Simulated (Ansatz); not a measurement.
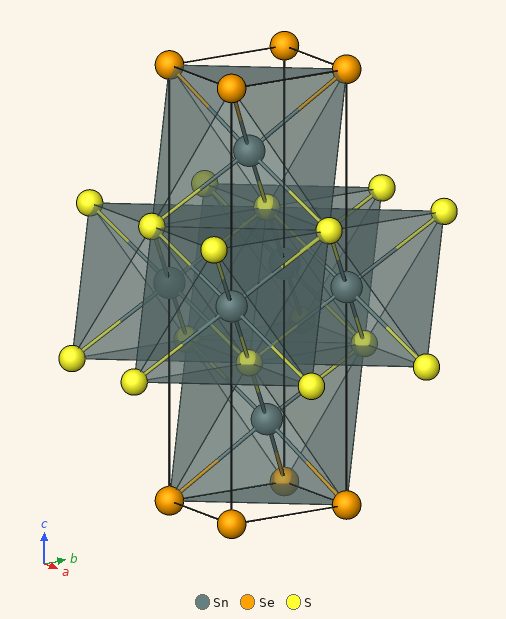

Structure drawing (polyhedral), viewed slightly off an axis. The conventional unit cell is drawn as a box. Some neighbours outside the box are added.

Sn3SeS2, space group P-3m1 (No. 164), a = 4.187 Å, b = 4.187 Å, c = 10.248 Å, α = 90.00°, β = 90.00°, γ = 120.00°. The model was built from a structure type filled with these elements by a generator (whether the compound takes this form wasn't checked). Earlier steps of the study, as a rule a relaxation of our own, may have changed the cell and positions, so they can lie some per cent off the listed ones. A calculation with Ansatz used it as input.

This one geometry was computed with Ansatz (DFT, plane waves, PAW) at three levels of theory: HSE06, PBE and r2SCAN.

Q: Which level gives the highest pressure at this volume, and what does that say about its equilibrium volume?

A: Highest: PBE (0.0 GPa), which points to the largest equilibrium volume. Lowest, with the smallest volume: HSE06 (-1.5 GPa) and r2SCAN (-1.1 GPa). Levels within 0.5 GPa of each other can't be told apart.

Q: How does the band gap change with the level of theory?

A: r2SCAN: a gap of 0.01 eV, direct; PBE: a gap of 0.12 eV, direct; HSE06: a gap of 0.20 eV, indirect.

Q: Collect the results in a table.

A:
| level | cutoff (eV) | k-mesh of the run's cell | gap (eV) | pressure (GPa) |
| --- | --- | --- | --- | --- |
| HSE06 | 420 | 6×6×2 | 0.20 | -1.5 |
| PBE | 420 | 12×12×4 | 0.12 | 0.0 |
| r2SCAN | 500 | 12×12×4 | 0.01 | -1.1 |

Gaps are taken on the k-mesh or band path of each run.
